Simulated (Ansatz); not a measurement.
# C3H7NSi (SMILES C[SiH](C)C#N): levels of theory compared

Wanted: a comparison of 6 runs (HF/STO-3G, B3LYP/6-31G, B3LYP/6-31G*, PBE0/def2-SVP, CAM-B3LYP/def2-TZVP, PBE0/def2-TZVP) of C3H7NSi. 

Program for the calculation: Ansatz 0.2.0.

1 further run of the same task is left out (it didn't finish).

## (1) Starting point

C3H7NSi has 12 atoms, charge 0, and is taken as a singlet. As SMILES, `C[SiH](C)C#N`. Geometry: relaxed at PBE0-D4/def2-TZVP.

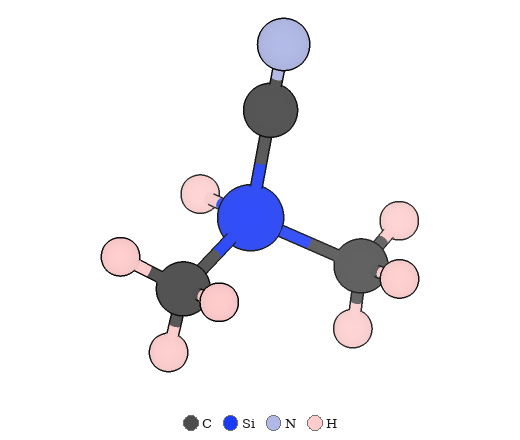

Viewed from a chosen angle; carbon dark grey, silicon blue, nitrogen light blue, hydrogen pink.

## (2) Energy and forces at HF/STO-3G (run 1)

File in.yaml:

```yaml
basis:
  gaussian: {orbitals: STO-3G}
crystal:
  periodic: [false, false, false]
  atoms:
    - {symbol: C, position_ang: [-1.574000, -0.409500, -0.327500]}
    - {symbol: Si, position_ang: [-0.024600, 0.197700, 0.504300]}
    - {symbol: C, position_ang: [1.505800, -0.728400, -0.007000]}
    - {symbol: C, position_ang: [0.209700, 1.980000, 0.019500]}
    - {symbol: N, position_ang: [0.355600, 3.077000, -0.301300]}
    - {symbol: H, position_ang: [-2.437600, 0.188700, -0.030400]}
    - {symbol: H, position_ang: [-1.768300, -1.449400, -0.053100]}
    - {symbol: H, position_ang: [-1.478200, -0.354800, -1.414200]}
    - {symbol: H, position_ang: [-0.176500, 0.213800, 1.980900]}
    - {symbol: H, position_ang: [1.646700, -0.678600, -1.089000]}
    - {symbol: H, position_ang: [1.425000, -1.780000, 0.279500]}
    - {symbol: H, position_ang: [2.393700, -0.311700, 0.472400]}
hamiltonian: {xc: hf}
accuracy: high
output: {forces: true, orbitals: {seedname: orbitals}}
```

Launch:

```sh
ansatz run in.yaml --threads 1 --pin off --max-ram 2610MiB --events-out events.jsonl --progress --plain --runs-dir runs
```

The log of the run, shortened:

```text
Warning: RAYON_NUM_THREADS=1 ignored (pool sized by the plan → 1); use --threads N
Functional definition: HF
  name "HF"
[...]
772 factors; integrals over basis functions are off by at most 4.2e-9 eV
[...]
mean field -12399.66381320 eV, -455.6792403410 hartree, gradient 7.4e-8 eV, S^2 0.000000; 0 other end points of the search recorded, 0 dependent functions left out
[...]
reference -12399.66381320 eV, -455.6792403410 hartree; 23, 23 occupied and 13, 13 virtual orbitals, 772 factors
Total energy: -12399.66381320 eV, -455.6792403410 hartree
Atom 0 at    -1.574000    -0.409500    -0.327500 Å, force    -0.180502    -0.219114    -0.124519 eV/Å
Atom 1 at    -0.024600     0.197700     0.504300 Å, force    -0.060616     0.909387     1.479821 eV/Å
Atom 2 at     1.505800    -0.728400    -0.007000 Å, force     0.153175    -0.254668    -0.088697 eV/Å
Atom 3 at     0.209700     1.980000     0.019500 Å, force    -0.126259    -1.022026     0.200629 eV/Å
Atom 4 at     0.355600     3.077000    -0.301300 Å, force     0.050993     0.407730    -0.080027 eV/Å
Atom 5 at    -2.437600     0.188700    -0.030400 Å, force     0.331750    -0.266042    -0.139504 eV/Å
Atom 6 at    -1.768300    -1.449400    -0.053100 Å, force     0.010335     0.447063    -0.173460 eV/Å
Atom 7 at    -1.478200    -0.354800    -1.414200 Å, force    -0.105247    -0.057021     0.452010 eV/Å
Atom 8 at    -0.176500     0.213800     1.980900 Å, force     0.155688    -0.119516    -1.615881 eV/Å
Atom 9 at     1.646700    -0.678600    -1.089000 Å, force    -0.003602    -0.067373     0.462162 eV/Å
Atom 10 at     1.425000    -1.780000     0.279500 Å, force     0.116221     0.436365    -0.163473 eV/Å
Atom 11 at     2.393700    -0.311700     0.472400 Å, force    -0.341936    -0.194785    -0.209061 eV/Å
Dipole moment:    -0.093104    -0.750621     0.153295 e Å
```

Run time: 5.7 s. Hardware: 1 thread of Intel Xeon at 2.50GHz (Skylake/Cascade Lake), shared host; peak memory 0.098 GiB.

## (3) Energy and gradient at B3LYP/6-31G (run 2)

File job.yaml:

```yaml
crystal:
  periodic: [false, false, false]
  atoms:
    - {symbol: C, position_ang: [-1.574000, -0.409500, -0.327500]}
    - {symbol: Si, position_ang: [-0.024600, 0.197700, 0.504300]}
    - {symbol: C, position_ang: [1.505800, -0.728400, -0.007000]}
    - {symbol: C, position_ang: [0.209700, 1.980000, 0.019500]}
    - {symbol: "N", position_ang: [0.355600, 3.077000, -0.301300]}
    - {symbol: H, position_ang: [-2.437600, 0.188700, -0.030400]}
    - {symbol: H, position_ang: [-1.768300, -1.449400, -0.053100]}
    - {symbol: H, position_ang: [-1.478200, -0.354800, -1.414200]}
    - {symbol: H, position_ang: [-0.176500, 0.213800, 1.980900]}
    - {symbol: H, position_ang: [1.646700, -0.678600, -1.089000]}
    - {symbol: H, position_ang: [1.425000, -1.780000, 0.279500]}
    - {symbol: H, position_ang: [2.393700, -0.311700, 0.472400]}
basis:
  gaussian: {orbitals: 6-31G}
hamiltonian: {xc: {name: B3LYP}}
accuracy: high
output: {forces: true, orbitals: {seedname: orbitals}}
```

Launch:

```sh
ansatz run job.yaml --threads 1 --pin off --max-ram 2610MiB --events-out events.jsonl --progress --plain --runs-dir runs
```

The log of the run, shortened:

```text
Warning: RAYON_NUM_THREADS=1 ignored (pool sized by the plan → 1); use --threads N
Functional definition: B3LYP
  name "B3LYP"
[...]
1693 factors; integrals over basis functions are off by at most 3.8e-9 eV
[...]
mean field -12591.04323094 eV, -462.7123042214 hartree, gradient 1.3e-8 eV, S^2 0.000000; 0 other end points of the search recorded, 0 dependent functions left out
[...]
reference -12591.04326964 eV, -462.7123056437 hartree; 23, 23 occupied and 40, 40 virtual orbitals, 1693 factors
Total energy: -12591.04326964 eV, -462.7123056437 hartree
Atom 0 at    -1.574000    -0.409500    -0.327500 Å, force    -0.587473    -0.267125    -0.279069 eV/Å
Atom 1 at    -0.024600     0.197700     0.504300 Å, force    -0.001528     0.398065     0.408026 eV/Å
Atom 2 at     1.505800    -0.728400    -0.007000 Å, force     0.564763    -0.386808    -0.158644 eV/Å
Atom 3 at     0.209700     1.980000     0.019500 Å, force    -0.297313    -2.222914     0.667954 eV/Å
Atom 4 at     0.355600     3.077000    -0.301300 Å, force     0.356548     2.684587    -0.774655 eV/Å
Atom 5 at    -2.437600     0.188700    -0.030400 Å, force    -0.092447     0.026932    -0.000315 eV/Å
Atom 6 at    -1.768300    -1.449400    -0.053100 Å, force    -0.065476    -0.095072    -0.006327 eV/Å
Atom 7 at    -1.478200    -0.354800    -1.414200 Å, force    -0.026698    -0.005999    -0.092922 eV/Å
Atom 8 at    -0.176500     0.213800     1.980900 Å, force    -0.033057    -0.020671     0.297613 eV/Å
Atom 9 at     1.646700    -0.678600    -1.089000 Å, force     0.042803    -0.013192    -0.085894 eV/Å
Atom 10 at     1.425000    -1.780000     0.279500 Å, force     0.044717    -0.106350     0.004572 eV/Å
Atom 11 at     2.393700    -0.311700     0.472400 Å, force     0.095161     0.008548     0.019659 eV/Å
Dipole moment:    -0.096182    -0.858770     0.075283 e Å
```

Run time: 25 s. Hardware: 1 thread of Intel Xeon at 2.50GHz (Skylake/Cascade Lake), shared host; peak memory 0.23 GiB.

## (4) Energy and gradient at B3LYP/6-31G(d) (spherical functions) (run 3)

File run.yaml:

```yaml
crystal:
  periodic: [false, false, false]
  atoms:
    - {symbol: C, position_ang: [-1.574000, -0.409500, -0.327500]}
    - {symbol: Si, position_ang: [-0.024600, 0.197700, 0.504300]}
    - {symbol: C, position_ang: [1.505800, -0.728400, -0.007000]}
    - {symbol: C, position_ang: [0.209700, 1.980000, 0.019500]}
    - {symbol: "N", position_ang: [0.355600, 3.077000, -0.301300]}
    - {symbol: H, position_ang: [-2.437600, 0.188700, -0.030400]}
    - {symbol: H, position_ang: [-1.768300, -1.449400, -0.053100]}
    - {symbol: H, position_ang: [-1.478200, -0.354800, -1.414200]}
    - {symbol: H, position_ang: [-0.176500, 0.213800, 1.980900]}
    - {symbol: H, position_ang: [1.646700, -0.678600, -1.089000]}
    - {symbol: H, position_ang: [1.425000, -1.780000, 0.279500]}
    - {symbol: H, position_ang: [2.393700, -0.311700, 0.472400]}
basis:
  gaussian:
    orbitals: 6-31G_st_-spherical.json
hamiltonian:
  xc: {name: B3LYP}
accuracy: high
output: {forces: true, orbitals: {seedname: orbitals}}
```

The basis set 6-31G* is read from a file made from the Basis Set Exchange's data (not shown).

Launch:

```sh
ansatz run run.yaml --threads 1 --pin off --max-ram 2610MiB --events-out events.jsonl --progress --plain --runs-dir runs
```

The log of the run, shortened:

```text
Warning: RAYON_NUM_THREADS=1 ignored (pool sized by the plan → 1); use --threads N
[... 2 set-up lines as earlier in the session ...]
[...]
2116 factors; integrals over basis functions are off by at most 3.9e-9 eV
[...]
mean field -12593.16364889 eV, -462.7902281440 hartree, gradient 2.0e-8 eV, S^2 0.000000; 0 other end points of the search recorded, 0 dependent functions left out
[...]
reference -12593.16368740 eV, -462.7902295592 hartree; 23, 23 occupied and 65, 65 virtual orbitals, 2116 factors
Total energy: -12593.16368740 eV, -462.7902295592 hartree
Atom 0 at    -1.574000    -0.409500    -0.327500 Å, force    -0.155574    -0.080901    -0.060945 eV/Å
Atom 1 at    -0.024600     0.197700     0.504300 Å, force     0.001045     0.264254     0.247613 eV/Å
Atom 2 at     1.505800    -0.728400    -0.007000 Å, force     0.144483    -0.112215    -0.029353 eV/Å
Atom 3 at     0.209700     1.980000     0.019500 Å, force    -0.162777    -1.213372     0.369397 eV/Å
Atom 4 at     0.355600     3.077000    -0.301300 Å, force     0.183107     1.377260    -0.396927 eV/Å
Atom 5 at    -2.437600     0.188700    -0.030400 Å, force    -0.112470     0.039046     0.010249 eV/Å
Atom 6 at    -1.768300    -1.449400    -0.053100 Å, force    -0.060359    -0.115035     0.003929 eV/Å
Atom 7 at    -1.478200    -0.354800    -1.414200 Å, force    -0.024504    -0.010434    -0.115085 eV/Å
Atom 8 at    -0.176500     0.213800     1.980900 Å, force    -0.005612    -0.022915     0.031726 eV/Å
Atom 9 at     1.646700    -0.678600    -1.089000 Å, force     0.044401    -0.017638    -0.108184 eV/Å
Atom 10 at     1.425000    -1.780000     0.279500 Å, force     0.033614    -0.124550     0.013214 eV/Å
Atom 11 at     2.393700    -0.311700     0.472400 Å, force     0.114646     0.016500     0.034366 eV/Å
Dipole moment:    -0.093423    -0.845593     0.061906 e Å
```

Run time: 31 s. Hardware: 1 thread of Intel Xeon at 2.50GHz (Skylake/Cascade Lake), shared host; peak memory 0.33 GiB.

Runs 4 to 5 aren't shown in full; the table further down has their settings and results.

## (5) Energy and gradient at PBE0/def2-TZVP (run 6)

job.yaml, as its differences from that of step 3:

```diff
@@ -1 +1,3 @@
+basis:
+  gaussian: {orbitals: def2-TZVP}
 crystal:
@@ -7,3 +9,3 @@
     - {symbol: C, position_ang: [0.209700, 1.980000, 0.019500]}
-    - {symbol: "N", position_ang: [0.355600, 3.077000, -0.301300]}
+    - {symbol: N, position_ang: [0.355600, 3.077000, -0.301300]}
     - {symbol: H, position_ang: [-2.437600, 0.188700, -0.030400]}
@@ -15,6 +17,4 @@
     - {symbol: H, position_ang: [2.393700, -0.311700, 0.472400]}
-basis:
-  gaussian: {orbitals: 6-31G}
-hamiltonian: {xc: {name: B3LYP}}
+hamiltonian: {xc: {name: PBE0}}
+output: {forces: true, orbitals: {seedname: orbitals}}
 accuracy: high
-output: {forces: true, orbitals: {seedname: orbitals}}
```

Launch:

```sh
ansatz run job.yaml --threads 1 --pin off --max-ram 2610MiB --events-out events.jsonl --progress --plain --runs-dir runs
```

The log of the run, shortened:

```text
Warning: RAYON_NUM_THREADS=1 ignored (pool sized by the plan → 1); use --threads N
Functional definition: PBE0
  name "PBE0"
[...]
3704 factors; integrals over basis functions are off by at most 6.7e-8 eV
[...]
mean field -12586.15890081 eV, -462.5328083999 hartree, gradient 4.6e-8 eV, S^2 0.000000; 0 other end points of the search recorded, 0 dependent functions left out
[...]
reference -12586.15890401 eV, -462.5328085173 hartree; 23, 23 occupied and 180, 180 virtual orbitals, 3704 factors
Total energy: -12586.15890401 eV, -462.5328085173 hartree
Atom 0 at    -1.574000    -0.409500    -0.327500 Å, force    -0.018151    -0.005126    -0.006725 eV/Å
Atom 1 at    -0.024600     0.197700     0.504300 Å, force    -0.001749    -0.006276     0.005275 eV/Å
Atom 2 at     1.505800    -0.728400    -0.007000 Å, force     0.017137    -0.009044    -0.002750 eV/Å
Atom 3 at     0.209700     1.980000     0.019500 Å, force     0.001278     0.011374    -0.000228 eV/Å
Atom 4 at     0.355600     3.077000    -0.301300 Å, force     0.002430     0.017393    -0.001751 eV/Å
Atom 5 at    -2.437600     0.188700    -0.030400 Å, force    -0.000911    -0.000943     0.000841 eV/Å
Atom 6 at    -1.768300    -1.449400    -0.053100 Å, force    -0.001668    -0.003041     0.002205 eV/Å
Atom 7 at    -1.478200    -0.354800    -1.414200 Å, force    -0.001107    -0.000354    -0.000613 eV/Å
Atom 8 at    -0.176500     0.213800     1.980900 Å, force    -0.000057    -0.000046     0.000888 eV/Å
Atom 9 at     1.646700    -0.678600    -1.089000 Å, force     0.000725    -0.000603    -0.000664 eV/Å
Atom 10 at     1.425000    -1.780000     0.279500 Å, force     0.000490    -0.003065     0.001943 eV/Å
Atom 11 at     2.393700    -0.311700     0.472400 Å, force     0.001583    -0.000268     0.001579 eV/Å
Dipole moment:    -0.097607    -0.875880     0.072043 e Å
```

It took 1.7 min on 1 thread of Intel Xeon at 2.50GHz (Skylake/Cascade Lake), shared host; peak memory 1.1 GiB.

## (6) All runs side by side

| run | level | energy (Eh) | dipole moment (D) | HOMO energy (eV) | LUMO energy (eV) | wall time |
| --- | --- | --- | --- | --- | --- | --- |
| 1 | HF/STO-3G | -455.679240 | 3.71 | -10.42 | 9.91 | 5.7 s |
| 2 | B3LYP/6-31G | -462.712306 | 4.17 | -8.89 | 0.16 | 25 s |
| 3 | B3LYP/6-31G* (spherical functions) | -462.790230 | 4.10 | -8.74 | 0.04 | 31 s |
| 4 | PBE0/def2-SVP | -462.235763 | 4.06 | -9.19 | 0.11 | 34 s |
| 5 | CAM-B3LYP/def2-TZVP | -462.782728 | 4.26 | -10.64 | 0.88 | 1.9 min |
| 6 | PBE0/def2-TZVP | -462.532809 | 4.25 | -9.24 | -0.18 | 1.7 min |

## (7) Results

```
                       quantity          value
            run 6: total energy  -462.53281 Eh
           run 6: dipole moment         4.25 D
             run 6: HOMO energy       -9.24 eV
             run 6: LUMO energy       -0.18 eV
           run 6: HOMO–LUMO gap        9.06 eV
run 6: largest force on an atom     0.020 eV/Å
```

**Reading.** The dipole moment (its size) runs from 3.71 D (HF/STO-3G) to 4.26 D (CAM-B3LYP/def2-TZVP). The two ends differ in method and basis. The HOMO–LUMO gap runs from 8.78 eV (B3LYP/6-31G*) to 20.33 eV (HF/STO-3G). Totals of different functionals can't be ranked against each other. In run 1 the basis is minimal, so the values are rough. All runs together took 5.2 min, the longest 1.9 min.
